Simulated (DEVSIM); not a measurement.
Structure: Ti/SiO2/p-Ge capacitor, at 300 K.

```csv
layer (left to right),material,thickness (nm),Na (cm⁻³)
1,SiO2,43.0,-
2,Ge,1400,9e15
```

Metal gate on the left, work function 4.33 eV. Fixed charge at the semiconductor interface 3.6e11 cm⁻² (in units of +e); no interface traps.

Constants are typed, rounded textbook-type inputs, not results; the design itself was drawn at random and stands for no fabricated device. Values at 300 K.

```tsv
parameter	SiO2	Ge
gap (eV)	9	0.664
affinity (eV)	0.9	4
permittivity	3.9	16
Nc (cm⁻³)	-	1.04e19
Nv (cm⁻³)	-	6e18
```

Simulated with DEVSIM: 1D Poisson equation in equilibrium, Boltzmann statistics, complete ionisation; no quantum confinement or tunnelling. Metal contacts follow the ideal Schottky-Mott rule: no Fermi-level pinning, no interface dipoles.

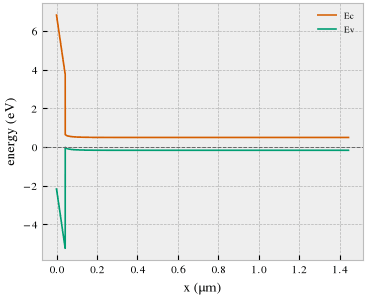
Band edges at -3.4 V on the gate

Energies count from the Fermi level of the right contact; mesh points crowd at the junctions.

| x (μm) | Ec (eV) | Ev (eV) | n (cm⁻³) | p (cm⁻³) | field (V/cm) |
|---|---|---|---|---|---|
| 0.000 | 6.830 | -2.170 | < 1e2 | < 1e2 | -720000 |
| 0.001508 | 6.722 | -2.278 | < 1e2 | < 1e2 | -720000 |
| 0.004676 | 6.495 | -2.505 | < 1e2 | < 1e2 | -720000 |
| 0.01193 | 5.975 | -3.025 | < 1e2 | < 1e2 | -720000 |
| 0.02971 | 4.700 | -4.300 | < 1e2 | < 1e2 | -720000 |
| 0.03771 | 4.126 | -4.874 | < 1e2 | < 1e2 | -720000 |
| 0.04121 | 3.876 | -5.125 | < 1e2 | < 1e2 | -720000 |
| 0.04317 | 0.645 | -0.019 | 1.5e8 | 2.9e18 | -130000 |
| 0.04494 | 0.626 | -0.038 | 3.1e8 | 1.4e18 | -88000 |
| 0.04882 | 0.600 | -0.064 | 8.6e8 | 5.1e17 | -52000 |
| 0.05812 | 0.567 | -0.097 | 3.1e9 | 1.4e17 | -25000 |
| 0.08993 | 0.525 | -0.139 | 1.6e10 | 2.8e16 | -7100 |
| 0.1539 | 0.503 | -0.161 | 3.7e10 | 1.2e16 | -1500 |
| 0.2943 | 0.496 | -0.168 | 4.8e10 | 9.1e15 | -84 |
| 0.7889 | 0.496 | -0.168 | 4.9e10 | 9.0e15 | ≈ 0 |
| 1.163 | 0.496 | -0.168 | 4.9e10 | 9.0e15 | ≈ 0 |
| 1.319 | 0.496 | -0.168 | 4.9e10 | 9.0e15 | ≈ 0 |
| 1.391 | 0.496 | -0.168 | 4.9e10 | 9.0e15 | ≈ 0 |
| 1.426 | 0.496 | -0.168 | 4.9e10 | 9.0e15 | ≈ 0 |
| 1.436 | 0.496 | -0.168 | 4.9e10 | 9.0e15 | ≈ 0 |
| 1.441 | 0.496 | -0.168 | 4.9e10 | 9.0e15 | ≈ 0 |
| 1.443 | 0.496 | -0.168 | 4.9e10 | 9.0e15 | ≈ 0 |
